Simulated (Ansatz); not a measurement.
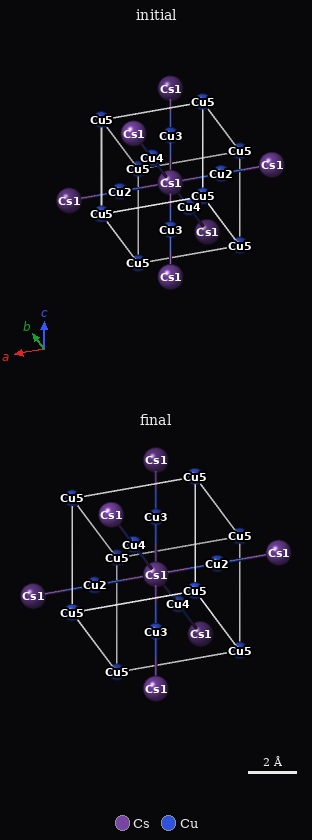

The structure of crystalline CsCu4 (a generated structure, set up in Pm-3m) (coarse preliminary run) before (top) and after (bottom) a relaxation, at one scale.

A ball-and-stick model of the cell of the calculation, seen from a free direction.

All numbers below come from Ansatz, DFT PBE, scalar-relativistic, plane waves, PAW.

Input file:
```yaml
crystal:
  lattice:
    - [4.51714166, 0.0, 0.0]
    - [0.0, 4.51714166, 0.0]
    - [0.0, 0.0, 4.51714166]
  atoms:
    - { symbol: Cs, position: [0.5, 0.5, 0.5] }
    - { symbol: Cu, position: [0.0, 0.5, 0.5] }
    - { symbol: Cu, position: [0.5, 0.5, 0.0] }
    - { symbol: Cu, position: [0.5, 0.0, 0.5] }
    - { symbol: Cu, position: [0.0, 0.0, 0.0] }
basis:
  ecutwfc: 420
kpoints:
  mp_grid: { grid: [4, 4, 4] }
hamiltonian:
  xc: pbe
scf:
  occupations: { method: gaussian, width: 0.1 }
  lower_state_search: "off"
output:
  forces: true
  stress: true
  eigenvalues: true
relax:
  adjacent_minimum: "off"
  f_tol: 0.04
  max_steps: 70
  cell: { stress_tol: 0.4 }
```

Launched with:
```bash
ansatz run input.yaml --threads 1 --pin off --max-ram 2048MiB --backend cpu --events-out ev --progress --plain --runs-dir out
```

Q: Summarise the run.

A: No atom moves by more than 0.005 Å relative to the cell. The volume changes by +77.8 %, with a = b = c 4.517 → 5.472 Å (+21.1 %). Near-neighbour distances that change, for instance: Cs1–Cu2 2.259 → 2.736 Å. The space group stays Pm-3m (No. 221). Over 7 accepted moves (9 points after the start) the energy falls by 570 meV per atom. All forces vanish by symmetry, so only the cell relaxes. Pressure: 24.38 GPa at the start and −0.06 GPa at the end. The SCF was repeated twice at an unchanged geometry on a basis and grid sized afresh for the cell, which shifted the energy by 36.2 meV per atom at most.
